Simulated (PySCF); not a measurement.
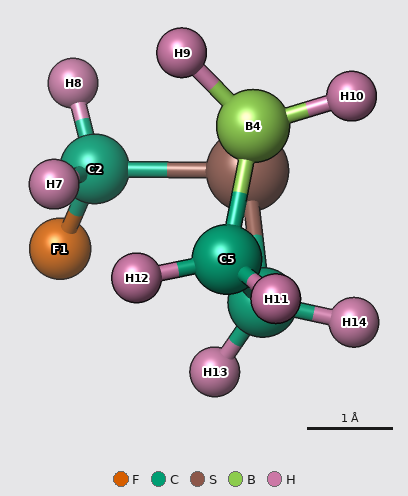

Figure 1. The structure as given in the input (ball-and-stick view, seen at a tilt; atoms are numbered from 1 in the order of the input). Bond lengths as drawn: B–C 1.62 Å, B–H 1.22 Å, C–C 1.52 Å, C–F 1.36 Å, C–H 1.10 Å and C–S 1.81 to 1.84 Å.

**Two runs on C₃H₈BFS**

System: C₃H₈BFS.
Method of the first run: GIAO PBE0/STO-3G NMR shielding, non-relativistic, gas phase (PySCF 2.14.0).

The geometry comes from this level: PBE0-D3(BJ)/def2-SVP. Text and figures count atoms from 1; the logs count them from 0 in places.

**The input, the first run**
```
{"job": {"kind": "nmr", "xc": "PBE0", "basis": "STO-3G", "pop": true}, "charge": 0, "multiplicity": 1}
F      2.642550     0.952946     0.320879
C      1.899936    -0.164963     0.516512
S      0.938202    -0.577815    -0.960644
B     -0.791352    -1.380738     0.032823
C     -1.244684     0.167737     0.210871
C     -0.342144     0.744675    -0.871551
H      1.215026    -0.015066     1.364827
H      2.551832    -1.032379     0.707265
H     -0.389779    -2.046460     0.969394
H     -1.313832    -1.996635    -0.876803
H     -2.310703     0.373214     0.029315
H     -0.997881     0.591196     1.197162
H      0.134306     1.725214    -0.715462
H     -0.805996     0.736541    -1.868764
```

The first line tells a small driver script what to run in PySCF; the rest is the geometry in Å.

Launched with:
```bash
OMP_NUM_THREADS=1 python <driver script> task.json out
```

Hardware: 1 CPU thread, shared host.

**Output (the first run)**
```
coarse grid: 12016 points
cycle   1  E = -634.0263765458  dE =  3.221e-01  |g| = 4.151e-01  |ddm| = 4.538e+00
cycle   2  E = -634.0296702996  dE = -3.294e-03  |g| = 4.537e-01  |ddm| = 1.221e+00
cycle   3  E = -634.0916312413  dE = -6.196e-02  |g| = 2.323e-02  |ddm| = 6.047e-01
cycle   4  E = -634.0917732832  dE = -1.420e-04  |g| = 1.313e-02  |ddm| = 5.130e-02
cycle   5  E = -634.0918266434  dE = -5.336e-05  |g| = 2.033e-03  |ddm| = 1.924e-02
cycle   6  E = -634.0918278429  dE = -1.199e-06  |g| = 6.508e-04  |ddm| = 3.555e-03
final grid: 111160 points
cycle   7  E = -634.0665987602  dE = -3.719e-06  |g| = 5.426e-03  |ddm| = 1.595e-02
cycle   8  E = -634.0665973591  dE =  1.401e-06  |g| = 5.771e-03  |ddm| = 1.591e-02
cycle   9  E = -634.0666086501  dE = -1.129e-05  |g| = 2.640e-04  |ddm| = 8.437e-03
cycle  10  E = -634.0666086734  dE = -2.334e-08  |g| = 3.506e-05  |ddm| = 4.100e-04
cycle  11  E = -634.0666086738  dE = -3.679e-10  |g| = 1.267e-05  |ddm| = 6.590e-05
converged SCF energy = -634.0666086738

GIAO shielding tensors (ppm)
atom      isotropic    diamagn.    paramagn.     s11        s22        s33       span
  0 F      440.401     452.468     -12.067    369.791    451.208    500.206    130.415
  1 C      166.158     252.286     -86.129    123.082    164.869    210.522     87.440
  2 S      729.316    1043.783    -314.467    667.634    717.437    802.879    135.245
  3 B      117.548     197.158     -79.610     94.922     99.931    157.793     62.871
  4 C      216.677     246.771     -30.094    197.244    216.748    236.040     38.796
  5 C      197.940     248.829     -50.889    180.619    194.739    218.461     37.842
  6 H       29.189      33.483      -4.294     23.853     30.347     33.368      9.515
  7 H       29.595      29.322       0.273     24.802     27.662     36.321     11.519
  8 H       30.227      32.280      -2.053     27.050     28.965     34.666      7.615
  9 H       29.704      31.539      -1.835     26.634     28.330     34.148      7.513
 10 H       31.941      30.533       1.409     26.559     28.187     41.078     14.519
 11 H       31.510      32.975      -1.465     26.546     30.428     37.555     11.010
 12 H       31.082      31.682      -0.600     25.587     29.287     38.371     12.784
 13 H       30.469      31.012      -0.543     25.963     27.411     38.033     12.070
```

The second run used a changed input.

**The two runs side by side**

| quantity | the first run | the second run |
| --- | --- | --- |
| outcome | converged | converged |
| total energy (hartree) | −634.066609 | −641.449181 |
| HOMO (eV) | −5.82 | −8.04 |
| LUMO (eV) | 4.46 | 0.39 |
| dipole moment (D) | 2.84 | 1.36 |
| shielding of F1 (ppm) | 440.4 | 396.3 |
| shielding of C2 (ppm) | 166.2 | 115.0 |
| shielding of S3 (ppm) | 729.3 | 531.3 |
| shielding of B4 (ppm) | 117.5 | 110.7 |
| shielding of C5 (ppm) | 216.7 | 188.3 |
| shielding of C6 (ppm) | 197.9 | 165.0 |
| shielding of H7 (ppm) | 29.2 | 26.6 |
| SCF iterations | 11 | 12 |
| basis functions | 42 | 74 |
| wall time (shared host) | 3.8 s | 7.5 s |

What was changed in the input?

The change (lines with − go, lines with + come):
```diff
-"basis": "STO-3G"
+"basis": "6-31G"
```

The total energy of the second run is 4632.6 kcal/mol lower, which measures the change of basis and not a stability. The HOMO goes from −5.82 to −8.04 eV. The LUMO goes from 4.46 to 0.39 eV. The dipole moment goes from 2.84 to 1.36 D. Of all shieldings, the largest change is that of S3, by −198.0 ppm. The SCF takes 12 iterations against 11. The basis functions go from 42 to 74.

**Output (the second run)**
```
coarse grid: 12016 points
cycle   1  E = -641.4198860163  dE =  6.388e-01  |g| = 5.493e-01  |ddm| = 3.390e+00
cycle   2  E = -641.3749073856  dE =  4.498e-02  |g| = 7.659e-01  |ddm| = 1.228e+00
cycle   3  E = -641.4912696093  dE = -1.164e-01  |g| = 5.464e-02  |ddm| = 6.630e-01
cycle   4  E = -641.4919371203  dE = -6.675e-04  |g| = 2.554e-02  |ddm| = 9.942e-02
cycle   5  E = -641.4921046478  dE = -1.675e-04  |g| = 3.460e-03  |ddm| = 3.139e-02
cycle   6  E = -641.4921079764  dE = -3.329e-06  |g| = 1.226e-03  |ddm| = 6.540e-03
final grid: 111160 points
cycle   7  E = -641.4491549804  dE = -1.145e-05  |g| = 9.904e-03  |ddm| = 2.440e-02
cycle   8  E = -641.4491359357  dE =  1.904e-05  |g| = 1.317e-02  |ddm| = 2.401e-02
cycle   9  E = -641.4491807337  dE = -4.480e-05  |g| = 4.577e-04  |ddm| = 1.428e-02
cycle  10  E = -641.4491807806  dE = -4.697e-08  |g| = 1.198e-04  |ddm| = 5.616e-04
cycle  11  E = -641.4491807836  dE = -2.956e-09  |g| = 3.179e-05  |ddm| = 1.720e-04
cycle  12  E = -641.4491807839  dE = -3.104e-10  |g| = 1.104e-05  |ddm| = 6.724e-05
converged SCF energy = -641.4491807839

GIAO shielding tensors (ppm)
atom      isotropic    diamagn.    paramagn.     s11        s22        s33       span
  0 F      396.282     470.603     -74.321    326.599    394.447    467.798    141.199
  1 C      114.978     252.098    -137.120     68.522    107.224    169.187    100.665
  2 S      531.305    1054.963    -523.657    447.542    513.242    633.132    185.590
  3 B      110.740     190.695     -79.956     84.104    100.699    147.416     63.312
  4 C      188.330     246.180     -57.850    163.608    192.096    209.287     45.679
  5 C      165.045     251.583     -86.539    144.591    159.387    191.155     46.564
  6 H       26.645      28.896      -2.250     21.932     28.220     29.784      7.853
  7 H       27.226      29.626      -2.400     22.279     27.234     32.167      9.888
  8 H       28.384      28.715      -0.331     24.336     27.470     33.346      9.011
  9 H       27.657      29.536      -1.879     23.856     27.299     31.816      7.960
 10 H       31.169      29.915       1.254     26.615     27.734     39.159     12.544
 11 H       30.402      29.754       0.648     26.386     29.557     35.264      8.878
 12 H       29.377      29.642      -0.265     24.154     28.054     35.923     11.769
 13 H       29.122      30.863      -1.741     24.747     27.429     35.191     10.443
```
